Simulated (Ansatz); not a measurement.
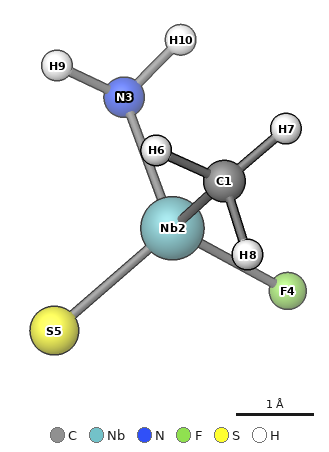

This is the input geometry for a relaxation of CH$_{5}$FNNbS (coarse preliminary run). The picture is a ball-and-stick view, seen from a free direction.

The start comes from a force field.

Theory: Ansatz 0.2.0, RKS PBE-D4/def2-SVP.

Input file:
```yaml
crystal:
  periodic: [false, false, false]
  atoms:
    - {symbol: C, position_ang: [-1.324000, -0.801600, -0.002200]}
    - {symbol: Nb, position_ang: [0.277500, 0.577000, -0.605700]}
    - {symbol: N, position_ang: [1.835700, 0.383100, 0.766300]}
    - {symbol: F, position_ang: [0.991000, 0.097100, -2.421300]}
    - {symbol: S, position_ang: [-0.378400, 2.511700, -0.631300]}
    - {symbol: H, position_ang: [-1.730700, -0.459100, 0.996100]}
    - {symbol: H, position_ang: [-0.985100, -1.803500, 0.003600]}
    - {symbol: H, position_ang: [-2.165300, -0.642500, -0.748600]}
    - {symbol: H, position_ang: [1.507500, 0.727200, 1.744000]}
    - {symbol: H, position_ang: [2.054900, -0.640400, 0.902000]}
basis:
  gaussian: {orbitals: def2-SVP}
hamiltonian: {xc: pbe, dispersion: d4}
relax: {f_tol: 0.03, max_steps: 200}
```

Launched with:
```bash
ansatz run in.yaml --threads 4 --pin off --events-out ev --progress --plain --max-ram 10444MiB
```

**Where does the relaxation end?**

H9 moves most after the best rigid fit: 0.40 Å. By element the largest moves are H 0.40 Å, N 0.29 Å, F 0.20 Å, S 0.20 Å, C 0.10 Å, Nb 0.09 Å. Near-neighbour distances that change, for instance: Nb2–N3 2.085 → 1.958 Å, Nb2–F4 2.009 → 1.886 Å, Nb2–S5 2.043 → 2.162 Å, N3–H9 1.087 → 1.026 Å. Bond angles that change, for instance: Nb2–N3–H9 109.7° → 127.2°, Nb2–N3–H10 109.3° → 122.7°, N3–Nb2–F4 107.9° → 115.9°. After 8 geometry steps the energy has fallen by 101.3 kJ/mol. Largest force component: 4.9 eV/Å at the start, 0.02 eV/Å at the end.

Final geometry:

```xyz
10

C    -1.3591   -0.7455   -0.0753
Nb    0.3154    0.5011   -0.5892
N     1.5957    0.2572    0.8718
F     0.9032   -0.0375   -2.2982
S    -0.4383    2.5228   -0.4446
H    -1.8125   -0.4792    0.9010
H    -1.0352   -1.8101   -0.0429
H    -2.1393   -0.6337   -0.8606
H     1.8301    0.9307    1.6094
H     2.2231   -0.5567    0.9314
```

The end point in the same view:

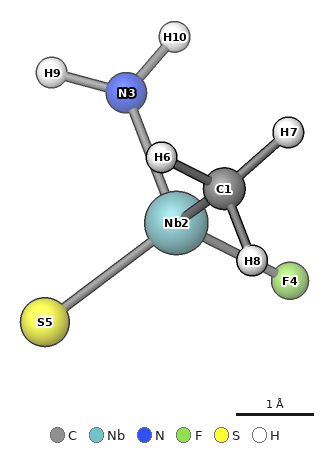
